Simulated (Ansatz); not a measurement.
# Fields on a plane of Mo3S4 (space group R-3)

```yaml
crystal:
  lattice:
    - [4.56712, 2.63683, 3.61694]
    - [-4.56712, 2.63683, 3.61694]
    - [0.00000, -5.27366, 3.61694]
  atoms:
    - { symbol: Mo, position: [0.40581, 0.55183, 0.21141] }
    - { symbol: Mo, position: [0.59419, 0.44817, 0.78859] }
    - { symbol: Mo, position: [0.21141, 0.40581, 0.55183] }
    - { symbol: Mo, position: [0.78859, 0.59419, 0.44817] }
    - { symbol: Mo, position: [0.55183, 0.21141, 0.40581] }
    - { symbol: Mo, position: [0.44817, 0.78859, 0.59419] }
    - { symbol: S, position: [0.13170, 0.73551, 0.38788] }
    - { symbol: S, position: [0.86830, 0.26449, 0.61212] }
    - { symbol: S, position: [0.38788, 0.13170, 0.73551] }
    - { symbol: S, position: [0.61212, 0.86830, 0.26449] }
    - { symbol: S, position: [0.73551, 0.38788, 0.13170] }
    - { symbol: S, position: [0.26449, 0.61212, 0.86830] }
    - { symbol: S, position: [0.22064, 0.22064, 0.22064] }
    - { symbol: S, position: [0.77936, 0.77936, 0.77936] }
```

The slice is a (-1 0 1 2) plane (indices of the conventional cell) through the point (0.265, 0.612, 0.868) (fractional), spanned by u = [100] and v = [0 1 -1] in vectors of this cell: u (6.39 Å) and v (9.13 Å, at 90° to u). It covers one period; positions are fractions (u, v).

Atoms on it: S at (0.47, 0.76), 0.2 Å off the plane; S at (0.00, 0.00); S at (0.96, 0.63), 0.2 Å off the plane. Other atoms lie within 1 Å of the plane.

The numbers are results of PBEsol (plane waves to 420 eV, PAW, scalar-relativistic; Ansatz, a first-principles code), not measurements. k mesh 6×6×6. These are valence fields of a PAW run, semicore shells included where kept as valence: close to a nucleus they are smooth pseudo fields. At this level the bands of Mo3S4 touch or barely overlap. Mo3S4 is run without spin polarisation. Mo3S4 was relaxed with its symmetry unable to fall.

```
|##%#********++===+*#%#|
|%%##*******++==--=+*#%|
|###*********++=--=+**#|
|*********##**+==--=+**|
|********#####*+=--==++|
|+******##%%%##*+=-==++|
|*******##%##%#*+===++*|
|*******###*#%#*+==+***|
|##*****##%#%%#*+=+**##|
|%##*****#%%%##*+++*#%%|
|#%#*****####**+=+*####|
|#%##**###****+==+*#%#*|
|%%####%%#**++===+*#%%#|
|%####%@@%#*+=====+*##%|
|##*#%@@@%#*+=====+**##|
|****#%@@%#*+===-==++**|
|+++*##%%#*++===--===++|
|=+++**##**++===----===|
|=+++*****++===-----===|
|+++*****+++===----====|
|++******++====---====+|
|+**####*+++====--===++|
|+*#%@%%**+++++======++|
|*#%@@@%#******++====++|
|*#%@@@@#######*+====++|
|*#%@@@%###%%%##*+===++|
|**#%%%####%%%%#*+===++|
|######*##%%##%#*+==+**|
|####****##%%%##*+=+**#|
|%%##****###%##*++++*#%|
|##%#*****####**+=+*#%#|
| #%##*********+==+*#%#|
```
Scale: ten equal steps from -3.00 (start of ' ') to 0.75 (end of '@'), in the order ' .:-=+*#%@'. Values: log₁₀ of the valence density in e/Å³. The map has 22 points along u (one character each, u = 0 at the left) and 32 along v (v = 0 in the bottom row). The scale is logarithmic, as a density can span decades between atoms and voids; values under 0.001 e/Å³ are set to 0.001.

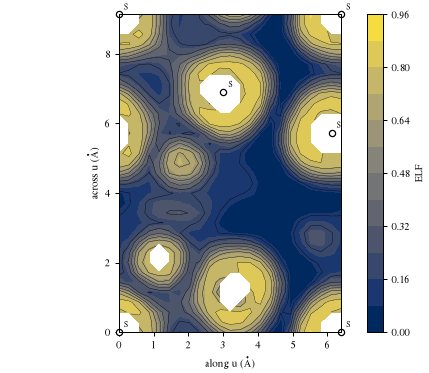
*Electron localisation function (ELF), one period of the plane, atoms marked. Points within 0.5 Å of a nucleus are left white, as the pseudised field means little there.*
